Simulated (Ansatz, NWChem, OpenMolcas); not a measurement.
# How basis sets differ on AlNH2Cl (SMILES [NH2][Al][Cl])

The species is AlNH2Cl (5 atoms), meant as a doublet with charge 0. As SMILES, `[NH2][Al][Cl]`. The shape is that of a PBE0-D4/def2-TZVP optimisation. This is one conformer, not always the lowest.

```xyz
5

N    -0.5494    0.4617   -0.2320
Al    0.4026   -0.2916    1.0491
Cl    1.9070   -1.6497    0.4408
H    -1.2936    1.1233   -0.0835
H    -0.4166    0.2827   -1.2159
```

Each level gives the dipole moment (D). The values are calculated.

```csv
level,kind,program,value (D)
ROHF/ANO-RCC-MB (DKH2),Hartree–Fock,OpenMolcas,3.76
UHF/ANO-R0 (sfX2C),Hartree–Fock,OpenMolcas,2.59
UHF/ANO-RCC-MB (DKH2),Hartree–Fock,OpenMolcas,3.76
UHF/STO-3G,Hartree–Fock,OpenMolcas,4.33
UHF/3-21G,Hartree–Fock,NWChem,3.93
ROHF/cc-pVDZ-DK (DKH2),Hartree–Fock,OpenMolcas,2.61
UHF/6-31G** (spherical functions),Hartree–Fock,Ansatz,2.89
UHF/def2-SVP,Hartree–Fock,Ansatz,2.55
UHF/aug-cc-pVDZ,Hartree–Fock,NWChem,2.40
```

The values span 2.40 to 4.33 D. Magnitudes only. Sets without polarisation functions give poor dipoles. Without the sets that lack polarisation functions the rows with a basis span only 2.40 to 2.89 D.

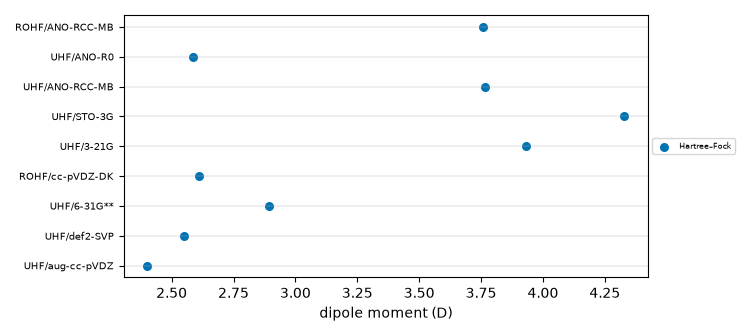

The values of the table, level by level.
